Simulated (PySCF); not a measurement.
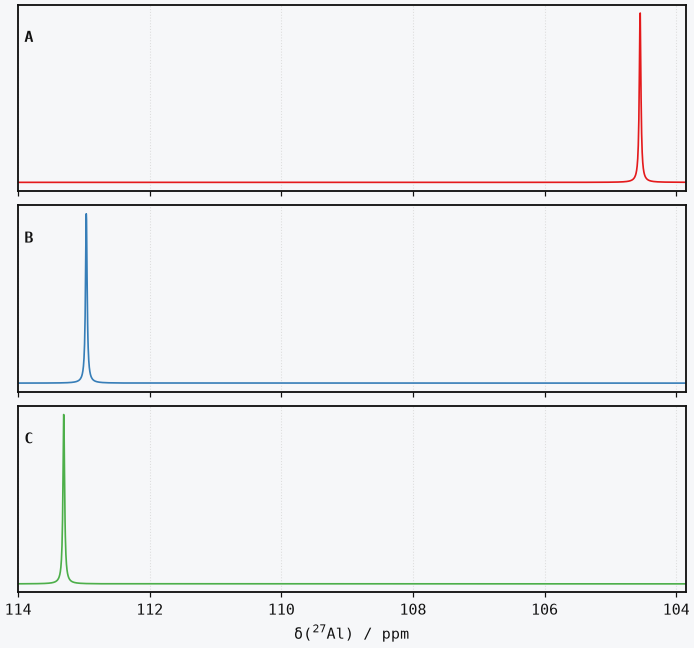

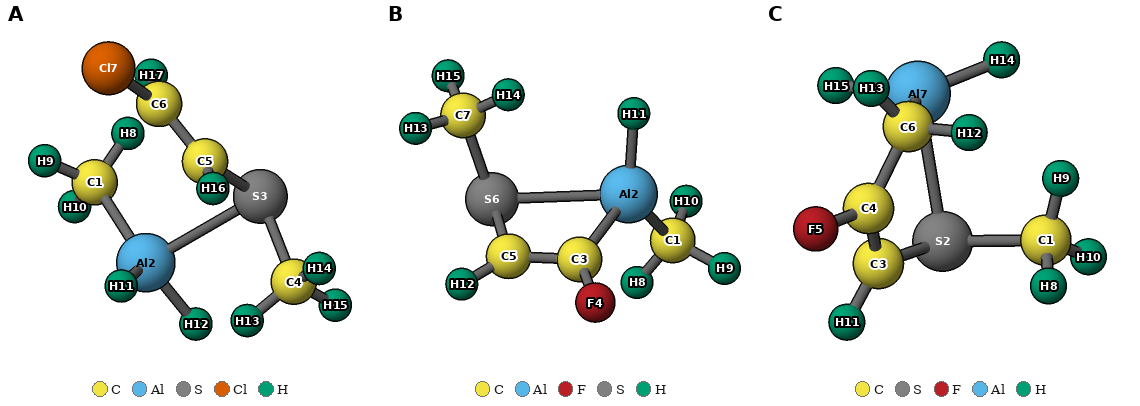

Related molecules: A is C₄H₁₀AlClS, SMILES [CH3][AlH2-][S@+](C)/C=C/Cl, singlet; B is C₄H₈AlFS, SMILES [CH3][Al@@H-]1[C](F)=C[S@@+]1C, singlet; C is C₄H₈AlFS, SMILES C[S@@+]1C=C(F)[CH2][AlH2-]1, singlet. GIAO ²⁷Al shifts against AlH₄⁻ (²⁷Al: the usual scale starts at aqueous Al³⁺ instead), PBE0/pcSseg-1 with PySCF 2.14.0, at a GFN2-xTB geometry (no frequency check); fully decoupled, line heights follow the number of nuclei within a panel, widths are arbitrary (no quadrupolar broadening); values of one conformer, averaged over methyl-type rotors and exact or near symmetry; other conformers aren't averaged in.

How does the ²⁷Al shift respond?

From A (104.5 ppm) to B (113.0 ppm) the nucleus is deshielded by 8.4 ppm. From A (104.5 ppm) to C (113.3 ppm) the nucleus is deshielded by 8.8 ppm.

Limits of at least one run: the tight-binding geometry is rougher than a DFT one and adds to the error.
